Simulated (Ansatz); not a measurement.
# BClH2···F (doublet): what the fields show

Input

```
crystal:
  periodic: [false, false, false]
  atoms:
    - { symbol: B, position_ang: [0.0, 0.0, -0.084296] }
    - { symbol: Cl, position_ang: [0.0, 1.0e-06, 1.733335] }
    - { symbol: H, position_ang: [1.069124, 0.0, -0.625128] }
    - { symbol: H, position_ang: [-1.069124, 0.0, -0.625128] }
    - { symbol: F, position_ang: [0.0, -1.0e-06, 4.431218] }
magnetization:
  spin_polarized: true
  initial_magnetization: 1
basis:
  gaussian: { orbitals: def2-SVP }
hamiltonian:
  xc: b3lyp
  dispersion: d4
relax:
  f_tol: 0.03
  max_steps: 50
output:
  orbitals: {}
```

Launched as:

```sh
ansatz run input.yaml --threads 2 --pin off --max-ram 3072MiB --backend cpu --events-out ev --progress --plain --runs-dir out
```

The fields are those of the run's last geometry, not of the input's.

All numbers below come from UKS B3LYP-D4/def2-SVP (Ansatz 0.2.0).

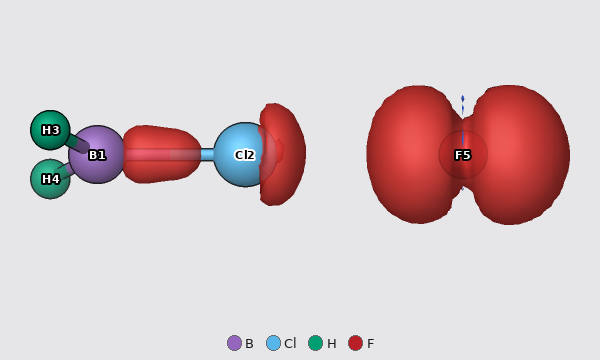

Figure 1. Isosurfaces of the spin density (α minus β) at +0.02 (red) and −0.02 e/Å³ (blue), seen from one side.

**Where is the unpaired spin?**

The unpaired spin (1 electron) lies mostly on F5 (about 0.9), in electrons by Hirshfeld's partition.

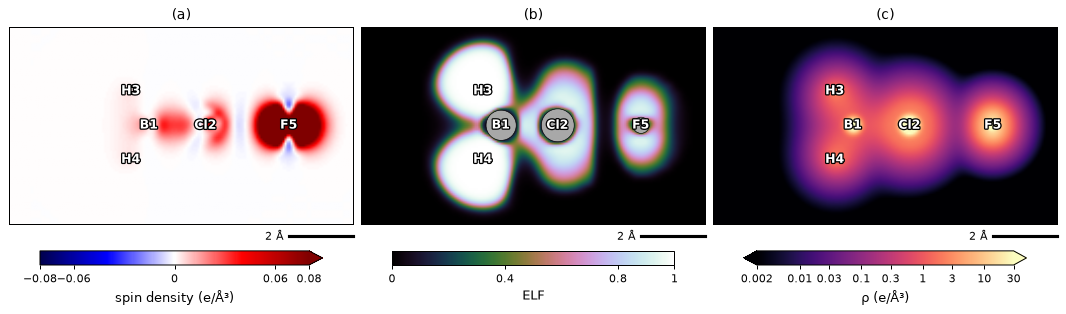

Figure 2. (a) spin density; (b) electron localisation function; (c) total electron density on the molecular plane. Grey discs cover the atomic cores in the ELF map.

**What do the fields say about this system?**

- Atoms in the plane: B, Cl, H and F.
- B–Cl (1.75 Å): ρ at the midpoint is about 1.3 e/Å³; the ELF peaks at about 0.90 between the atoms: a shared but strongly polarised pair.
- B–H (1.20 Å): ρ at the midpoint is about 1.2 e/Å³; the ELF climbs to about 1 towards the hydrogen, as it does in any bond to H (an ordinary covalent bond to hydrogen).
- The ELF also peaks beside Cl2, away from the bonds: non-bonding electrons, paired or unpaired.

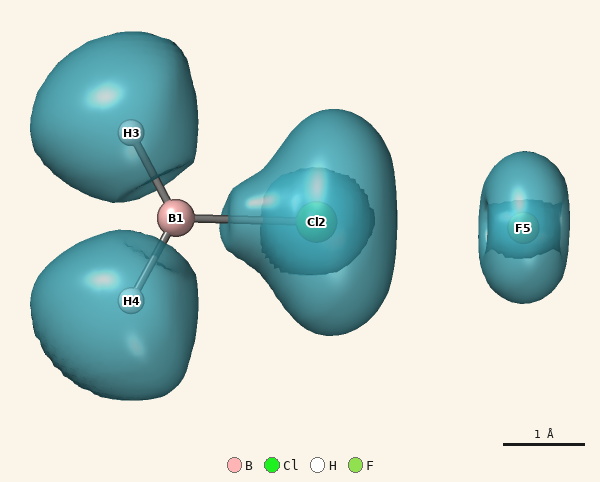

Figure 3. Isosurface of the electron localisation function at 0.75 (cyan), seen at a tilt. Only the valence region is drawn (cores and ρ < 0.01 e/Å³ removed).

**Identify the bonds, lone pairs and shells in this picture.**

At this value the surface marks out two regions around hydrogen nuclei, one region on Cl in which the atom's valence shell and bonds are merged and one region wrapped around F (its valence shell).

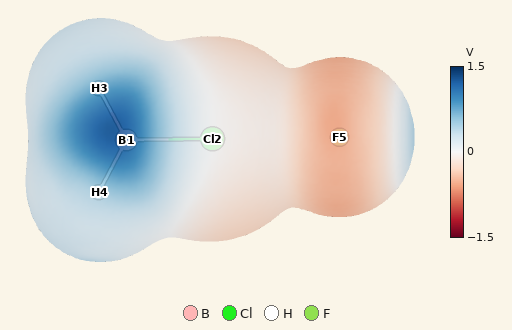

Figure 4. The molecular electrostatic potential painted on the density surface at 0.001 e/bohr³, seen across its widest extent; red is negative and blue positive.

**Which sites attract a positive test charge, and which a negative one?**

A positive charge is drawn to the negative regions and a negative charge to the positive ones. The most negative region (about −0.5 V) lies over F5, the most positive (about +1.2 V) over B1.
